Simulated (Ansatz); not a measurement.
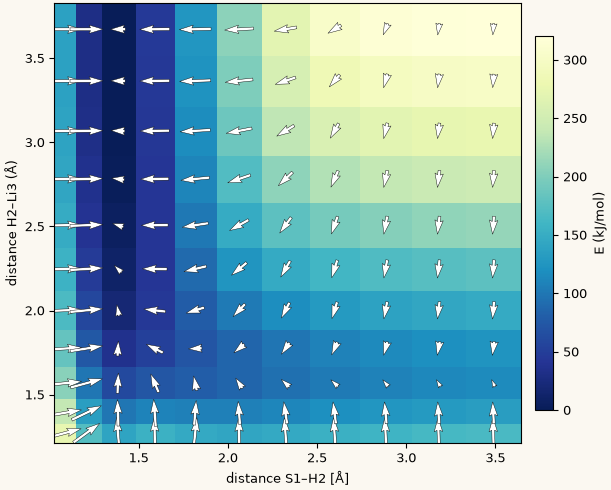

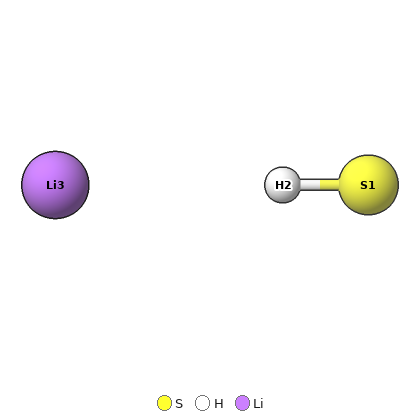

Energy landscape of the system S + HLi, spin multiplicity 3. The first coordinate is: distance S1–H2; the second: distance H2–Li3. Nothing is relaxed (the angle S1–H2–Li3 is fixed at 180 degrees). Grid: 11 × 11 points. Points are written as (first, second). Energies are in kJ/mol, from the lowest grid point. Energies and slopes of some neighbouring points disagree (a jump in structure or state, or too coarse a mesh). In part of the range the unrestricted reference is strongly spin-contaminated. Computed with UHF-CCSD(T), frozen core/def2-TZVPD (Ansatz).

The picture shows one coloured cell a grid point, arrows along the force (downhill), their lengths compressed. The second picture is the structure at the lowest point.

### What does the map say about the system?

The lowest grid point is at (1.384 Å, 3.672 Å). It lies on the edge of the grid, but the force there points inwards, so the minimum lies inside the range. The highest grid point, (3.488 Å, 3.672 Å), lies 320 kJ/mol above the lowest.

Time for the 121 points that were run: 38 min on 1 thread of Arm Neoverse V1, on a shared host.
